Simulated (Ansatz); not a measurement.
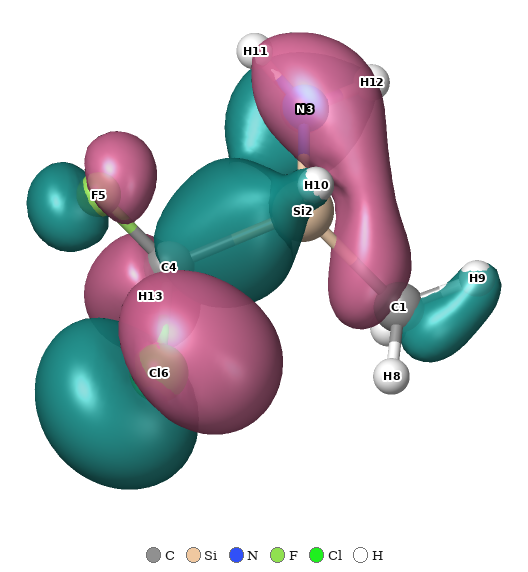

Figure 1: C2H7ClFNSi (SMILES C[SiH](N)C(F)Cl). The HOMO−1 at ±0.08 Å⁻³ᐟ² (teal and pink are the two phases), seen at a tilt.

Computed with RKS PBE0-D4/def2-SVP (Ansatz).

Input

```
crystal:
  periodic: [false, false, false]
  atoms:
    - { symbol: C, position_ang: [-0.1245, -1.6543, 0.5461] }
    - { symbol: Si, position_ang: [0.3301, 0.115, 0.0682] }
    - { symbol: "N", position_ang: [1.1479, 0.0572, -1.4407] }
    - { symbol: C, position_ang: [-1.039, 1.2968, 0.066] }
    - { symbol: F, position_ang: [-0.6944, 2.5126, -0.3523] }
    - { symbol: Cl, position_ang: [-1.7867, 1.4355, 1.7055] }
    - { symbol: H, position_ang: [-0.8931, -1.9992, -0.159] }
    - { symbol: H, position_ang: [-0.5668, -1.6186, 1.5325] }
    - { symbol: H, position_ang: [0.69, -2.2705, 0.5663] }
    - { symbol: H, position_ang: [1.3867, 0.5667, 1.0371] }
    - { symbol: H, position_ang: [1.468, 1.0003, -1.6517] }
    - { symbol: H, position_ang: [2.0613, -0.4648, -1.2827] }
    - { symbol: H, position_ang: [-1.959, 0.9886, -0.6206] }
basis:
  gaussian: { orbitals: def2-SVP }
hamiltonian:
  xc: pbe0
  dispersion: d4
relax:
  f_tol: 0.015
  max_steps: 40
output:
  orbitals: {}
```

Command:

```sh
ansatz run input.yaml --threads 2 --pin off --max-ram 3072MiB --backend cpu --events-out ev --progress --plain --runs-dir out
```

The fields are those of the relaxed geometry.

> Where does this orbital lie, and at what energy?

By Hirshfeld shares it lies mainly on Cl6 (about 45 %), N3 (about 15 %), C4 (about 10 %), Si2 (about 10 %) and F5 (about 5 %). Its energy is −7.94 eV.
